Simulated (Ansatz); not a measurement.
# C₂H₈BrGaGeOZn: small, medium and large basis sets

How large a basis does C₂H₈BrGaGeOZn need? Two functionals are run in growing sets.

Computed with Ansatz 0.2.0, Gaussian basis. Level: one geometry, several basis sets.

Plan: PBE0-D4/def2-SVP; ωB97M-V/def2-SVP; PBE0-D4/def2-QZVPP; ωB97M-V/def2-QZVPP; the functionals' def2-TZVPP values are taken from earlier runs.

### 1 The relaxed structure

The geometry comes from an earlier relaxation with PBE0-D4 in a triple-zeta def2 set; it is a stationary point, not always the lowest conformer.

SMILES `[CH3][GeH2][Ga]([CH2]O)[Zn][Br]`, 15 atoms, charge 0, spin multiplicity 1.

Atoms are counted from 1 here; the program's logs count them from 0.

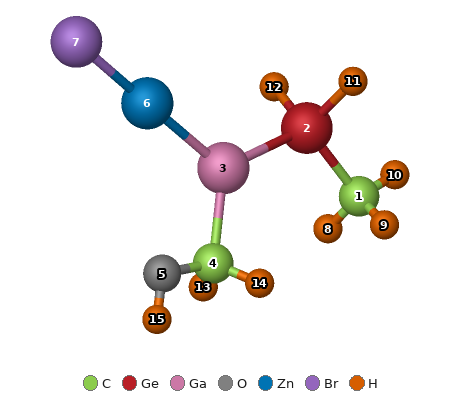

The structure; carbon green, germanium red, gallium pink, oxygen grey, zinc blue, bromine purple, hydrogen orange; atoms are numbered from 1 in the order of the file.

Geometry (Å):

```
C     0.4601   -2.4136   -1.3606
Ge    1.5560   -1.0207   -0.5112
Ga    0.2759    0.8232    0.4862
C    -1.7155    0.8154    0.3829
O    -2.2082    1.9795    1.0280
Zn    1.1671    2.7647    1.6457
Br    2.0187    4.5773    2.7291
H    -0.1398   -1.9855   -2.1646
H    -0.2109   -2.8660   -0.6294
H     1.0984   -3.1933   -1.7783
H     2.4381   -1.6786    0.5757
H     2.5365   -0.4520   -1.5636
H    -2.0162    0.7723   -0.6752
H    -2.0918   -0.1064    0.8526
H    -3.1683    1.9836    0.9827
```

### 2 PBE0-D4 in def2-SVP

File in.yaml:

```yaml
crystal:
  periodic: [false, false, false]
  atoms:
    - {symbol: C, position_ang: [0.460099, -2.413632, -1.360614]}
    - {symbol: Ge, position_ang: [1.555997, -1.020680, -0.511173]}
    - {symbol: Ga, position_ang: [0.275862, 0.823201, 0.486170]}
    - {symbol: C, position_ang: [-1.715524, 0.815358, 0.382875]}
    - {symbol: O, position_ang: [-2.208153, 1.979457, 1.028043]}
    - {symbol: Zn, position_ang: [1.167061, 2.764726, 1.645720]}
    - {symbol: Br, position_ang: [2.018684, 4.577333, 2.729057]}
    - {symbol: H, position_ang: [-0.139817, -1.985481, -2.164582]}
    - {symbol: H, position_ang: [-0.210910, -2.865953, -0.629413]}
    - {symbol: H, position_ang: [1.098420, -3.193255, -1.778278]}
    - {symbol: H, position_ang: [2.438107, -1.678580, 0.575679]}
    - {symbol: H, position_ang: [2.536455, -0.452040, -1.563647]}
    - {symbol: H, position_ang: [-2.016177, 0.772321, -0.675153]}
    - {symbol: H, position_ang: [-2.091759, -0.106360, 0.852580]}
    - {symbol: H, position_ang: [-3.168345, 1.983597, 0.982716]}
basis:
  gaussian: {orbitals: def2-SVP}
hamiltonian: {xc: pbe0, dispersion: d4}
output: {orbitals: {seedname: orbitals}}
```

Launch:

```console
$ ansatz run in.yaml --threads 5 --pin off --events-out ev --progress --plain --max-ram 66560MiB --backend cpu
```

The runs that follow: ωB97M-V in def2-SVP; PBE0-D4 in def2-QZVPP; ωB97M-V in def2-QZVPP.

Q: Predict the results of all the runs planned. Wanted: PBE0-D4: double and triple zeta above quadruple; ωB97M-V: double and triple zeta above quadruple.

The runs gave:

| quantity | value |
| --- | --- |
| PBE0-D4: double and triple zeta above quadruple | 39.56, 5.24 eV |
| ωB97M-V: double and triple zeta above quadruple | 39.51, 5.10 eV |

For PBE0-D4 the step from double to triple zeta gains 34.32 eV and the next only 5.24 eV. These are total energies; as a rule much of such shifts cancels in differences, which this series doesn't test.
